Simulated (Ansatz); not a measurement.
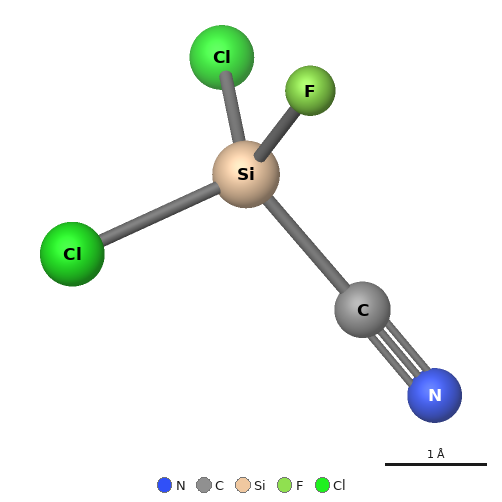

Double and triple bonds are drawn as two and three sticks.

The computed structure is the end point of a PBE0-D4/def2-TZVP optimisation.

> Which formula does it have?

CCl2FNSi, 6 atoms: 1 carbon, 2 chlorine, 1 fluorine, 1 nitrogen and 1 silicon.

> What is the point group of this geometry?

Cs.

> Count the bonded pairs by element.

2 Cl–Si, 1 C–N, 1 C–Si, 1 F–Si.

> Name functional groups in it.

Among them: nitrile.

The parts below concern this one geometry. Atoms keep their numbers from picture to picture.

**Shape**

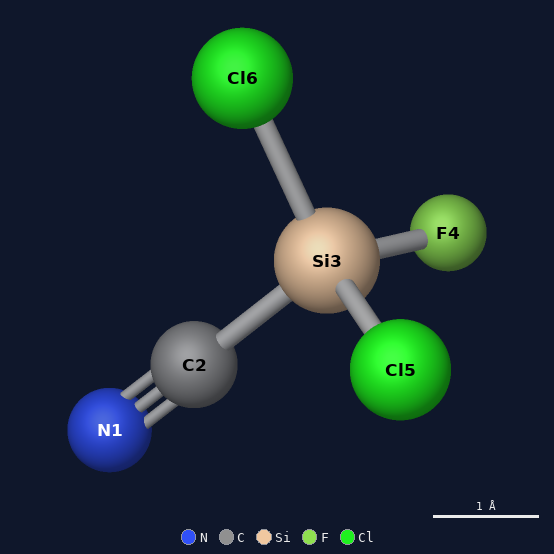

The atoms are numbered.

Give these bond angles: N1–C2–Si3, C2–Si3–F4, C2–Si3–Cl5, F4–Si3–Cl5, Cl5–Si3–Cl6.

```csv
angle,degrees
N1–C2–Si3,179.1
C2–Si3–F4,107.4
C2–Si3–Cl5,109.0
F4–Si3–Cl5,109.6
Cl5–Si3–Cl6,112.0
```

**Vibrations**

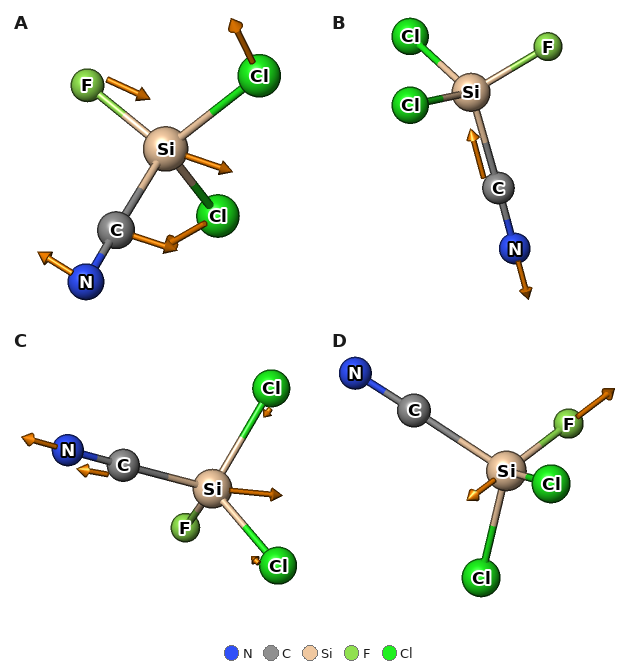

4 normal modes of one molecule or complex, as arrows. Harmonic vibrations computed with RKS PBE0-D4/def2-TZVP (Ansatz 0.2.0) at a stationary point of the same level.

> Match the panels to the wavenumbers 185 cm⁻¹, 678 cm⁻¹, 957 cm⁻¹, 2347 cm⁻¹.

A: 185 cm⁻¹, Cl–Si–Cl bending
B: 2347 cm⁻¹, C–N stretching
C: 678 cm⁻¹
D: 957 cm⁻¹, F–Si stretching

**Charges**

The questions are on Mulliken charges. Properties computed with RKS PBE0-D4/def2-TZVP (Ansatz 0.2.0).

Give the Mulliken charges atom by atom.

```json
{"atom": "N1", "value (e)": "0.01"}
{"atom": "C2", "value (e)": "−0.24"}
{"atom": "Si3", "value (e)": "0.77"}
{"atom": "F4", "value (e)": "−0.25"}
{"atom": "Cl5", "value (e)": "−0.14"}
{"atom": "Cl6", "value (e)": "−0.14"}
```

**Dipole moment**

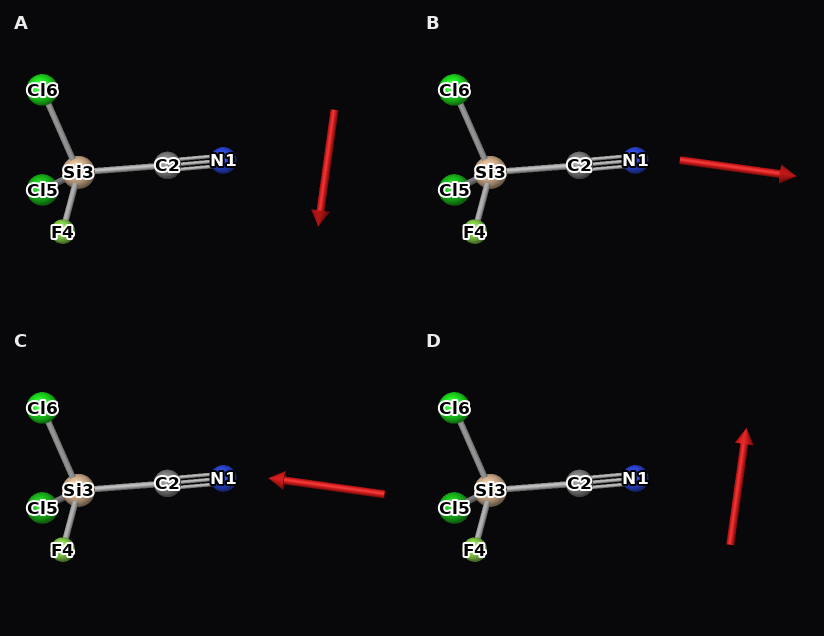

The same molecule four times, each with an arrow. Properties computed with RKS PBE0-D4/def2-TZVP (Ansatz 0.2.0).

> Which arrow points along the dipole moment, from the negative to the positive end?

C. The dipole moment is 2.36 D; it points from the side of N1 to the side of Cl5, Cl6 (the outermost atoms at the two ends).

Mulliken values depend strongly on the basis set and can even reverse the polarity of a bond.
